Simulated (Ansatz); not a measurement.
# CH5NSi (SMILES N=C[SiH3]): one structure at several levels

How do the functionals fare away from a minimum? The structure is a frame of a short trajectory.

Method: single points in def2-TZVPP; program: Ansatz 0.2.0, Gaussian basis.

Cores are frozen in the correlated methods.

**1. The starting structure**

SMILES `N=C[SiH3]`, 8 atoms, charge 0, spin multiplicity 1.

Atoms are counted from 1 here; the program's logs count them from 0.

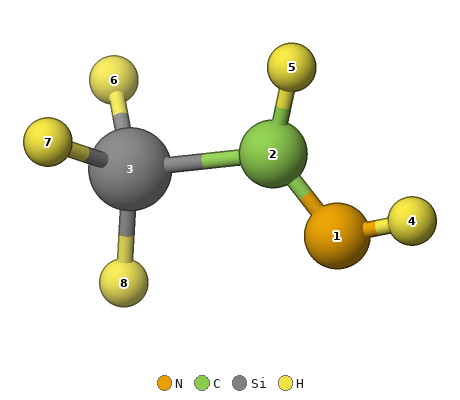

Start geometry, drawn with nitrogen amber, carbon green, silicon grey, hydrogen yellow; atoms are numbered from 1 in the order of the file.

As a file:

```
atom     x (Å)     y (Å)     z (Å)
  N1  -1.39786  -0.05541  -0.96170
  C2  -0.34574   0.48115  -0.52590
 Si3   0.70573  -0.45316   0.76616
  H4  -1.91830   0.50772  -1.61072
  H5   0.04120   1.50934  -0.75990
  H6   0.94515   0.43482   1.94381
  H7   2.05523  -0.62265   0.18942
  H8   0.00997  -1.70389   1.02336
```

**2. PBE-D4/def2-TZVPP**

The input, run/in.yaml:

```yaml
crystal:
  periodic: [false, false, false]
  atoms:
    - {symbol: N, position_ang: [-1.397855, -0.055412, -0.961696]}
    - {symbol: C, position_ang: [-0.345736, 0.481148, -0.525897]}
    - {symbol: Si, position_ang: [0.705727, -0.453157, 0.766157]}
    - {symbol: H, position_ang: [-1.918296, 0.507720, -1.610720]}
    - {symbol: H, position_ang: [0.041202, 1.509340, -0.759901]}
    - {symbol: H, position_ang: [0.945150, 0.434821, 1.943809]}
    - {symbol: H, position_ang: [2.055233, -0.622653, 0.189424]}
    - {symbol: H, position_ang: [0.009966, -1.703889, 1.023356]}
basis:
  gaussian: {orbitals: def2-TZVPP}
hamiltonian: {xc: pbe, dispersion: d4}
output: {forces: true}
```

Launch:

```console
ansatz run in.yaml --threads 2 --pin off --events-out ev --progress --plain --max-ram 3481MiB
```

**3. r2SCAN-D4/def2-TZVPP**

run/in.yaml: that of step 2 with these lines changed.

```diff
@@ -13,3 +13,3 @@
   gaussian: {orbitals: def2-TZVPP}
-hamiltonian: {xc: pbe, dispersion: d4}
+hamiltonian: {xc: r2scan, dispersion: d4}
 output: {forces: true}
```

**4. PBE0-D4/def2-TZVPP**

run/in.yaml: that of step 3 with these lines changed.

```diff
@@ -13,3 +13,3 @@
   gaussian: {orbitals: def2-TZVPP}
-hamiltonian: {xc: r2scan, dispersion: d4}
-output: {forces: true}
+hamiltonian: {xc: pbe0, dispersion: d4}
+output: {forces: true, orbitals: {seedname: orbitals}}
```

**5. wB97M-V/def2-TZVPP**

run/in.yaml: that of step 4 with these lines changed.

```diff
@@ -13,3 +13,3 @@
   gaussian: {orbitals: def2-TZVPP}
-hamiltonian: {xc: pbe0, dispersion: d4}
-output: {forces: true, orbitals: {seedname: orbitals}}
+hamiltonian: {xc: {name: wB97M-V}}
+output: {forces: true}
```

**6. CCSD(T)/def2-TZVPP**

run/in.yaml: that of step 5 with these lines changed.

```diff
@@ -13,3 +13,3 @@
   gaussian: {orbitals: def2-TZVPP}
-hamiltonian: {xc: {name: wB97M-V}}
+correlation: {method: ccsd_t}
 output: {forces: true}
```

(Steps that only read results are left out.)

Q: Predict the outcome of this session. Wanted: energy less free atoms, CCSD(T)/def2-TZVPP; RMS force component; RMS force error; HOMO and LUMO, PBE0-D4; T1 diagnostic.

**Answer**, as computed:

```
                                  quantity                                                             value
energy less free atoms, CCSD(T)/def2-TZVPP                                                        -27.104 eV
                       RMS force component                              0.453 to 0.668 eV/Å over the methods
                           RMS force error  PBE-D4 0.226, r2SCAN-D4 0.251, PBE0-D4 0.325, wB97M-V 0.281 eV/Å
                    HOMO and LUMO, PBE0-D4                                                -7.25 and -0.87 eV
                             T1 diagnostic                                                             0.013
```

Against CCSD(T) the functionals' energies less atoms differ by -1.223 to -0.678 eV, PBE-D4 by -1.223 eV. CCSD(T) in triple zeta still lacks some correlation energy of the bonds, so part of these gaps is its own basis error and they don't rank the functionals. The forces of PBE-D4 come nearest to CCSD(T), those of PBE0-D4 are farthest. Frozen-core CCSD(T) forces in triple zeta carry basis errors of their own, and this is one geometry, so small gaps rank nothing.
